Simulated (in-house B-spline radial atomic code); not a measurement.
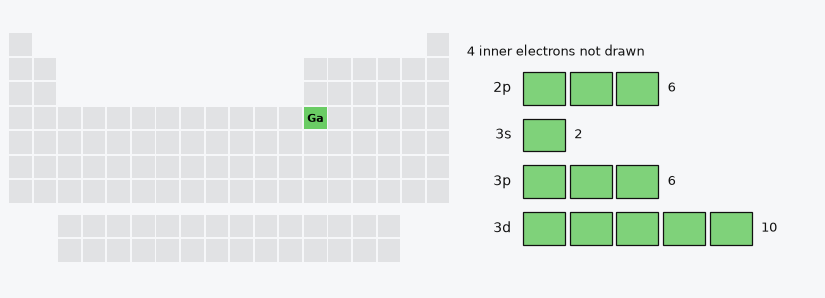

Fig. 1: Left, the place of gallium in the periodic table; right, the outer shells of the closed core: a box for each of the 2l + 1 orbitals, shaded by the share of the shell that is filled, with the electron count at the right.

**Many-body perturbation calculation for Ga³⁺**

Ga³⁺, core [Ar] 3d10. Computed at this level: relativistic RPA (time-dependent Dirac-Hartree-Fock) and second-order many-body perturbation theory, no-pair Dirac-Coulomb, closed shell, B-spline basis (in-house B-spline radial atomic code).

**Input file**
```
basis_form = 2
Z = 31
core_configuration = [Ar] 3d10
rms_radius = 3.9973
mass_number = 69
speed_of_light = 137.035999084
box_radius = 14.844
lmax = 7
intervals = 64
virtual_cutoff = 24025.0
```

Launched within a batch (the task file carries these settings):
```bash
python <driver script> task.json out
```

The program writes its results to a structured record and prints no log; tables and figures of this report are taken from that record.

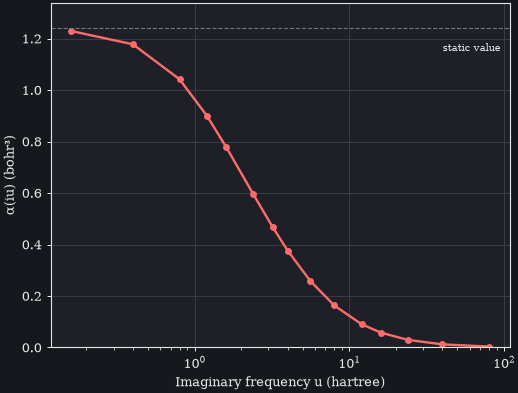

Fig. 2: Dipole polarisability at imaginary frequency of Ga IV (Ga³⁺), [Ar] 3d¹⁰. Relativistic RPA on Dirac–Hartree–Fock, no-pair Dirac–Coulomb, finite nucleus, computed with a B-spline radial code. The static dipole polarisability is 1.24 bohr³; α(iu) falls to half of it near u = 2.3 hartree. The Casimir–Polder integral gives C₆ = 2.72 hartree bohr⁶ for two such species.

**Summary**

```
 quantity                      value
  outcome                  converged
 hardware  1 CPU thread, shared host
wall time                      5.7 s
```
